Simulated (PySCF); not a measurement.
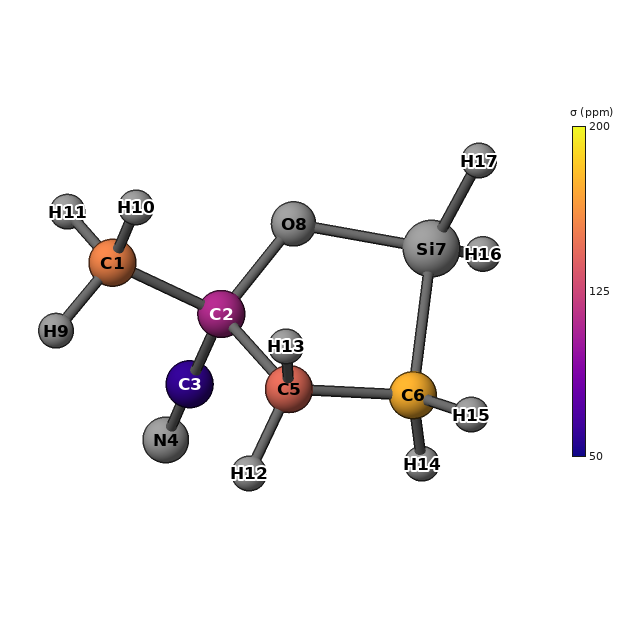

Atoms are coloured by their isotropic NMR shieldings (C only, the others grey). The computed structure is the end point of a GFN2-xTB optimisation. No frequency run is at hand to confirm it as a minimum. Level of theory: GIAO PBE0/pcSseg-1 NMR shielding, non-relativistic, gas phase (PySCF 2.14.0).

Give the isotropic NMR shieldings of the C atoms atom by atom.

```json
{"atom": "C1", "σ (ppm)": "155.6"}
{"atom": "C2", "σ (ppm)": "111.4"}
{"atom": "C3", "σ (ppm)": "60.6"}
{"atom": "C5", "σ (ppm)": "144.9"}
{"atom": "C6", "σ (ppm)": "174.7"}
```

The geometry is semi-empirical. Around Si such bond lengths and angles can be off by a tenth of an ångström or more and by several degrees, and values that hang on the shape move with them.
